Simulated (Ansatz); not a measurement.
| atom | x (Å) | y (Å) | z (Å) |
| --- | --- | --- | --- |
| C | 0.3862 | -0.2062 | -0.4436 |
| O | -0.7010 | 0.3931 | -0.5921 |
| Si | 0.6026 | 1.6316 | -0.0949 |
| H | 0.4891 | -1.2958 | -0.5978 |

Geometry: PBE0-D3(BJ)/def2-SVP.

These are results of isolated molecule in a Gaussian basis; Kohn-Sham density functional theory, functional PBE0 in Ansatz 0.2.0, not measurements.

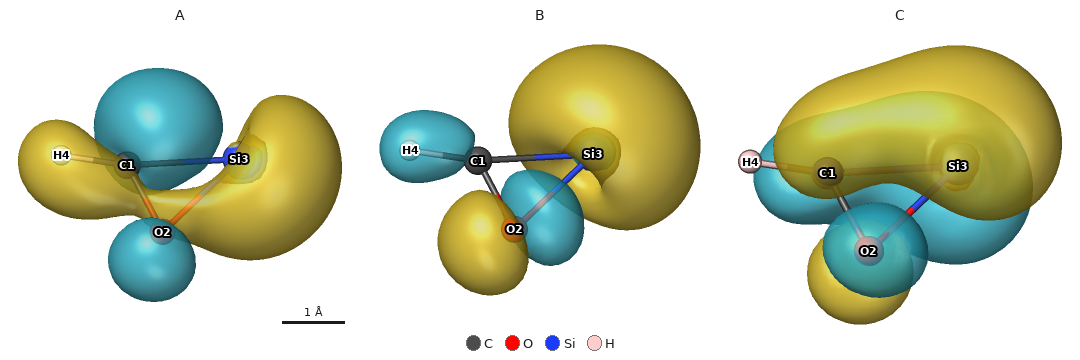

CHOSi (SMILES C1=[Si+]O1) (charge +1). Three frontier orbitals at ±0.1 Å⁻³ᐟ² (yellow and cyan are the two phases), in no order.

**Order the three orbitals by energy and name them.**

B is the HOMO−1 (−16.26 eV). Its weight (Hirshfeld) is mainly on Si3 (about 65 %), O2 (about 30 %) and C1 (about 5 %); it is symmetric in the molecular plane (an in-plane orbital: σ, lone-pair or in-plane π type). A is the HOMO (−14.68 eV). It lies mainly on Si3 (about 40 %), C1 (about 35 %) and O2 (about 20 %); it is symmetric in the molecular plane (an in-plane orbital: σ, lone-pair or in-plane π type). C is the LUMO (−9.58 eV). It lies mainly on Si3 (about 55 %), O2 (about 20 %) and C1 (about 20 %); it changes sign across the molecular plane (π type); π-bonding across C1–Si3; π-antibonding (a node) across C1–O2 and O2–Si3.

**What is the HOMO–LUMO gap?**

5.10 eV between the orbital energies.
